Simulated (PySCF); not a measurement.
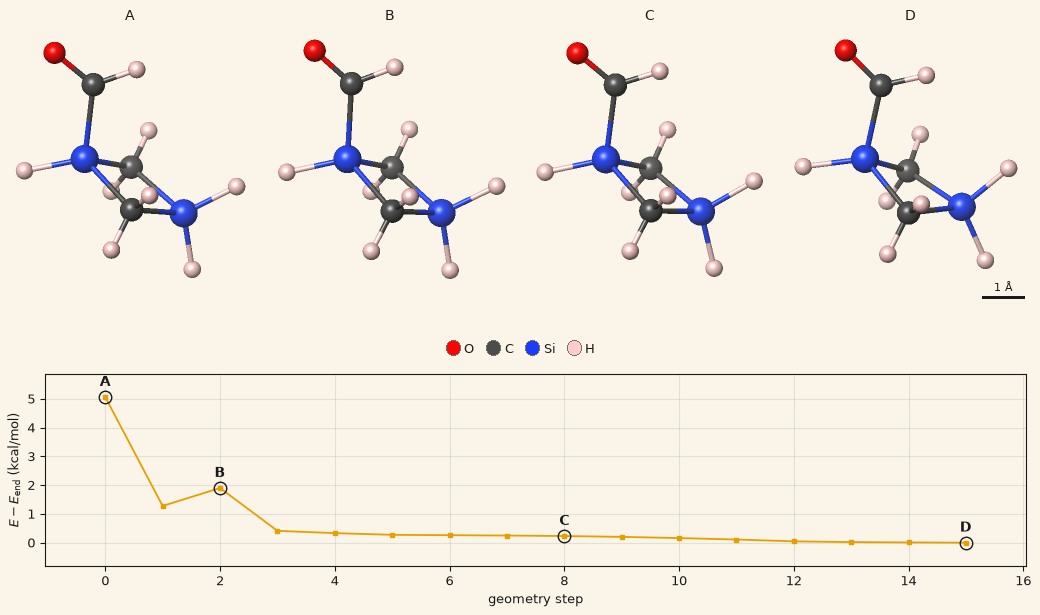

Frames of a relaxation of C3H8OSi2, marked on the history of the run. The picture is a ball-and-stick view, seen from a free direction.

The start comes from GFN2-xTB. Its atoms were then displaced at random by about 0.01 Å.

Computed with PBE0-D3(BJ)/def2-SVP geometry optimisation, gas phase in PySCF. 

### Describe the path.

The atom that moves furthest after the best rigid fit is an H atom (0.50 Å). By element the largest moves are H 0.50 Å, O 0.29 Å, C 0.19 Å, Si 0.17 Å. Some distances before and after: C–Si 1.958 → 1.904 Å, H–Si 1.446 → 1.496 Å, C–H 1.057 → 1.099 Å, C–O 1.237 → 1.206 Å. Among the angles between lasting bonds that change: Si–C–Si 92.3° → 87.2°, Si–C–H 114.5° → 119.5°, Si–C–H 114.9° → 119.5°. Over 15 geometry steps the energy falls by 5.06 kcal/mol. The run took 3.2 min on 1 thread of Arm Neoverse N1 (shared host). From step 0 to 2: an H atom moves most (0.10 Å), energy −3.16 kcal/mol. From step 2 to 8: an H atom moves most (0.15 Å), energy −1.67 kcal/mol. From step 8 to 15: an H atom moves most (0.35 Å), energy −0.23 kcal/mol.
